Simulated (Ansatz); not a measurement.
# HF/def2-TZVPP run of NOF (nitrosyl fluoride)

Aim: the electronic atomisation energy of NOF (nitrosyl fluoride) at HF/def2-TZVPP, from 4 runs. 

The calculation is run with Ansatz 0.2.0.

59 further runs of the same task are left out: 59 set aside as unsound or not needed.

## Step 1: The molecule

The species is NOF (3 atoms), meant as a singlet with charge 0. As SMILES, `O=NF`. The coordinates come from a PBE0-D4/def2-TZVP relaxation.

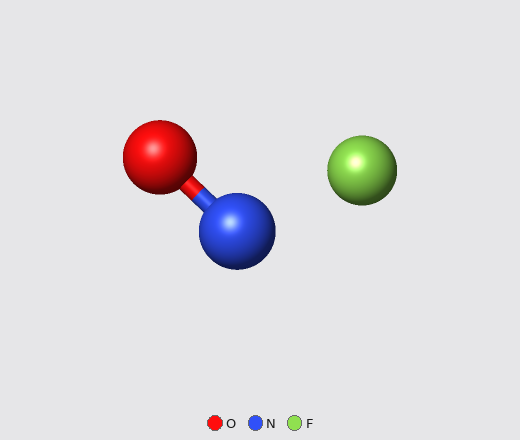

Viewed from a chosen angle; oxygen red, nitrogen blue, fluorine green.

## Step 2: A single-point energy at HF/def2-TZVPP

File input.yaml:

```yaml
basis:
  gaussian: {orbitals: def2-TZVPP}
crystal:
  periodic: [false, false, false]
  atoms:
    - {symbol: O, position_ang: [0.868350, 0.242970, 0.504740]}
    - {symbol: N, position_ang: [0.148930, -0.482540, 0.029910]}
    - {symbol: F, position_ang: [-1.017290, 0.239580, -0.534650]}
hamiltonian: {xc: hf}
accuracy: high
output: {orbitals: {seedname: orbitals}}
```

Run with:

```bash
$ ansatz run input.yaml --threads 1 --pin off --max-ram 3480MiB --events-out events.jsonl --progress --plain --runs-dir runs
```

Standard output:

```text
Warning: RAYON_NUM_THREADS=1 ignored (pool sized by the plan → 1); use --threads N
Functional definition: HF
  name "HF"
  exchange = exact_x
  correlation = 0
1512 factors; integrals over basis functions are off by at most 3.4e-9 eV
mean field evaluation 1: about -6221.2159 eV, gradient 3.8e1 eV
mean field evaluation 2: about -6221.2216 eV, gradient 3.8e1 eV
mean field evaluation 4: about -6223.7560 eV, gradient 3.1e0 eV
mean field evaluation 8: about -6223.8320 eV, gradient 4.7e-1 eV
mean field evaluation 16: about -6223.8331 eV, gradient 5.2e-8 eV
mean field -6223.83306541 eV, -228.7216464882 hartree, gradient 5.2e-8 eV, S^2 0.000000; 0 other end points of the search recorded, 0 dependent functions left out
reference -6223.83306541 eV, -228.7216464882 hartree; 12, 12 occupied and 81, 81 virtual orbitals, 1512 factors
Total energy: -6223.83306541 eV, -228.7216464882 hartree
```

Run time: 1.6 s. Hardware: 1 thread of Arm Neoverse V2, shared host; peak memory 0.18 GiB.

## Step 3: The F atom at the same level

File in.yaml:

```yaml
crystal:
  periodic: [false, false, false]
  atoms:
    - {symbol: F, position_ang: [0.000000, 0.000000, 0.000000]}
basis:
  gaussian:
    orbitals: def2-TZVPP
accuracy: high
hamiltonian:
  xc: hf
magnetization:
  spin_polarized: true
  initial_magnetization: 1
```

Run the same way, it converges to -99.41180 Eh (log not shown).

## Step 4: The N atom at the same level

File molecule.yaml:

```yaml
crystal:
  periodic: [false, false, false]
  atoms:
    - {symbol: N, position_ang: [0.000000, 0.000000, 0.000000]}
basis:
  gaussian: {orbitals: def2-TZVPP}
magnetization: {spin_polarized: true, initial_magnetization: 3}
hamiltonian: {xc: hf}
accuracy: high
```

Run the same way, it converges to -54.40275 Eh (log not shown).

## Step 5: The O atom

File run.yaml:

```yaml
crystal:
  periodic: [false, false, false]
  atoms:
    - {symbol: O, position_ang: [0.000000, 0.000000, 0.000000]}
basis:
  gaussian:
    orbitals: def2-TZVPP
total_charge: 0
magnetization:
  spin_polarized: true
  initial_magnetization: 2
hamiltonian:
  xc: hf
accuracy: high
```

Run the same way, it converges to -74.81563 Eh (log not shown).

## Step 6: Outcome

At HF/def2-TZVPP:

| quantity | value |
| --- | --- |
| molecule: total energy | -228.72165 Eh |
| molecule: HOMO energy | -14.00 eV |
| molecule: LUMO energy | 1.63 eV |
| molecule: HOMO–LUMO gap | 15.63 eV |
| F atom: total energy | -99.41180 Eh |
| F atom: ⟨S²⟩ | 0.754 |
| N atom: total energy | -54.40275 Eh |
| N atom: ⟨S²⟩ | 3.758 |
| O atom: total energy | -74.81563 Eh |
| O atom: ⟨S²⟩ | 2.008 |
| electronic atomisation energy | 2.489 eV |

Taking the molecule apart into free atoms costs 2.49 eV (240 kJ/mol), before zero-point energy and without spin-orbit coupling. Hartree–Fock lacks the correlation of the bonding pairs, which as a rule makes this value much too low; in minimal bases other errors can mask that.
